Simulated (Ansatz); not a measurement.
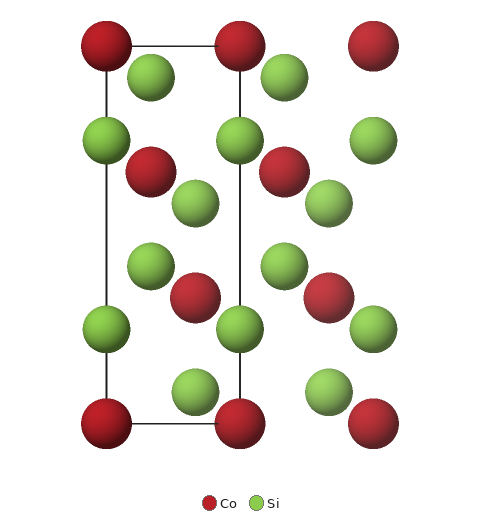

The picture looks along a close-packed row of the hexagonal mesh; [111] points upwards. Every atom sits on one of the three columns of the mesh; call them A, B, C in the order in which they first turn up. The box is the hexagonal cell of the face-centred cubic lattice. The sequence starts with the first layer at or above the cell's origin.

CoSi2 (space group Fm-3m, No. 225). Coordinates: the geometry relaxed with DFT PBE+D3(BJ), scalar-relativistic, plane waves, PAW in Ansatz.

Question: Read off the stacking sequence over one period.

Answer: Co(A) – Si(B) – Si(A) – Co(B) – Si(C) – Si(B) – Co(C) – Si(A) – Si(C) (nine layers in 9.19 Å).
